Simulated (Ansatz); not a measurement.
**ClF₃H₂O₂W (SMILES [OH][W]([OH])([F])([F])([F])[Cl]): density, localisation and related maps**

```xyz
9

Cl   -0.2051   -2.3566   -0.8149
F    -0.8395    0.3542   -1.7075
F     0.7325   -0.7916    1.4691
F     0.0769    1.6114    0.4769
O    -1.6926   -0.0807    0.7418
O     1.6244    0.1863   -0.8032
W    -0.0515   -0.1911   -0.1102
H    -2.1332    0.6336    1.2177
H     2.1723    0.9803   -0.7878
```

Geometry: PBE0-D4/def2-SVP; core potentials replace the inner electrons of W.

These are results of Ansatz, isolated molecule in a Gaussian basis; Kohn-Sham density functional theory, functional PBE0, not measurements.

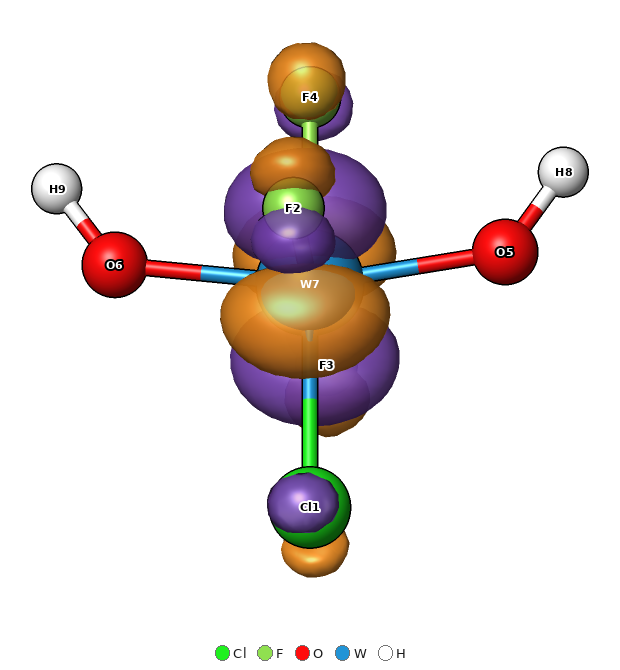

Figure 1. One frontier orbital at ±0.2 Å⁻³ᐟ² (orange and purple are the two phases), seen at a tilt.

> Which orbital is it: HOMO or LUMO?

The LUMO, at −4.10 eV. It lies mainly on W7 (about 65 %), Cl1 (about 10 %), F2 (about 10 %), F3 (about 10 %) and F4 (about 5 %).

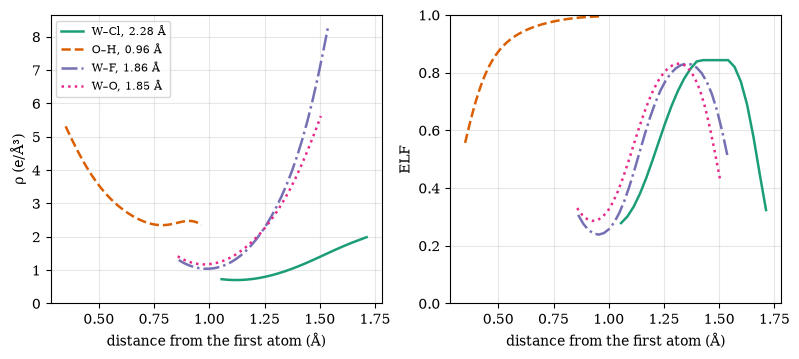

Figure 2. Electron density and electron localisation function along straight lines between neighbouring atoms. The curves leave out the atomic cores.

> Compare the contacts.

W–Cl (2.28 Å): ρ is about 0.71 e/Å³ halfway; the ELF peaks at about 0.85 in the valence shell of Cl, 0.9 Å from its nucleus, and is about 0.40 at the midpoint.
O–H (0.96 Å): ρ at the midpoint is about 3.7 e/Å³; the ELF climbs to about 1 towards the hydrogen, as it does in any bond to H: an ordinary covalent bond to hydrogen.
W–F (1.86 Å): ρ is about 1.1 e/Å³ halfway; the ELF peaks at about 0.85 in the valence shell of F, 0.5 Å from its nucleus, and drops to about 0.25 between the two atoms.
W–O (1.85 Å): ρ is about 1.2 e/Å³ halfway; the ELF peaks at about 0.85 in the valence shell of O, 0.5 Å from its nucleus, and drops to about 0.30 between the two atoms.
